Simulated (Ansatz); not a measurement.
The Ansatz input:

```
crystal:
  lattice:
    - [3.3190540256, 0.0, 0.0]
    - [0.0, 3.3190540256, 0.0]
    - [0.0, 0.0, 24.9571620767]
  atoms:
    - { symbol: Ta, position: [0.5, 0.5, 0.3005149374] }
    - { symbol: Ta, position: [0.0, 0.0, 0.3670099583] }
    - { symbol: Ta, position: [0.5, 0.5, 0.4335049791] }
    - { symbol: Ta, position: [0.0, 0.0, 0.5] }
    - { symbol: Ta, position: [0.5, 0.5, 0.5664950209] }
    - { symbol: Ta, position: [0.0, 0.0, 0.6329900417] }
    - { symbol: Ta, position: [0.5, 0.5, 0.6994850626] }
basis:
  ecutwfc: 420
kpoints:
  mp_grid: { grid: [2, 2, 1] }
hamiltonian:
  xc: pbe
scf:
  occupations: { method: gaussian, width: 0.1 }
output:
  forces: true
  stress: true
  eigenvalues: true
efield:
  axis: 3
  dipole_correction: true
  ramp_width: 0.04
```

Command:
```bash
ansatz run input.yaml --threads 2 --pin off --max-ram 5632MiB --backend cpu --events-out ev --progress --plain --runs-dir out
```

What does the potential across the slab give for the work function?

The work function is 4.18 eV, the same on both faces. The two vacuum levels agree, so the slab has no net dipole along its normal. The outermost atoms are 10.0 Å apart, which leaves 15.0 Å of vacuum in a cell 25.0 Å high.

The atoms aren't at rest in this cell (largest force 2.0 eV/Å), so the relaxed material can differ. Spin-orbit coupling is left out, which matters for Ta.

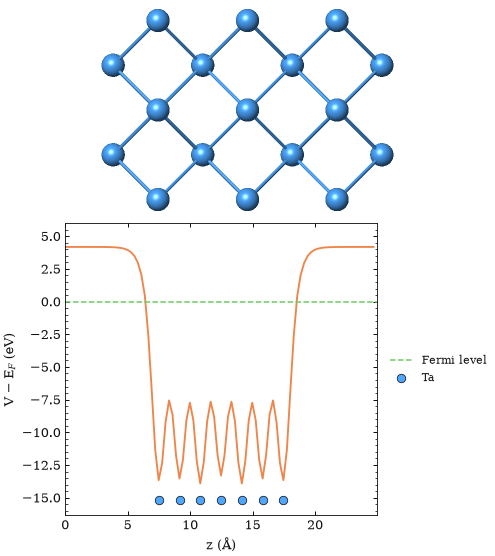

Plane-averaged electrostatic potential energy of an electron across the slab; circles at the bottom mark the heights of the atoms. The structure is drawn too.
